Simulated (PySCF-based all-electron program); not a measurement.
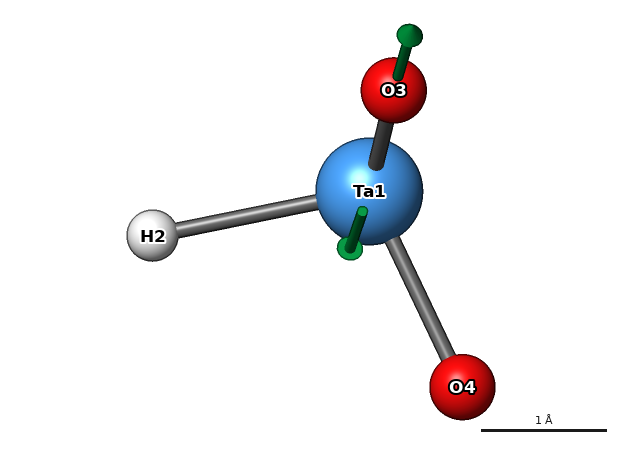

Arrows show the forces on the atoms, 0.07 Å of arrow for 1 eV/Å; forces under a tenth of the largest aren't drawn. The species is neutral and a spin singlet. Level of theory: PBE, all-electron, scalar-relativistic (Koelling-Harmon), large uncontracted Gaussian sets (PySCF-based all-electron program).

**Along which bond is the force strongest?**

Ta1–O3, now 1.566 Å: the forces push its atoms apart, so a first step downhill lengthens it.

List the force components in the frame of the picture (x right, y up, z towards the viewer), in eV/Å.

| atom | Fx | Fy | Fz |
| --- | --- | --- | --- |
| Ta1 | −1.82 | −5.33 | −12.09 |
| H2 | −0.22 | −0.10 | 0.22 |
| O3 | 1.72 | 5.90 | 11.13 |
| O4 | 0.32 | −0.47 | 0.74 |
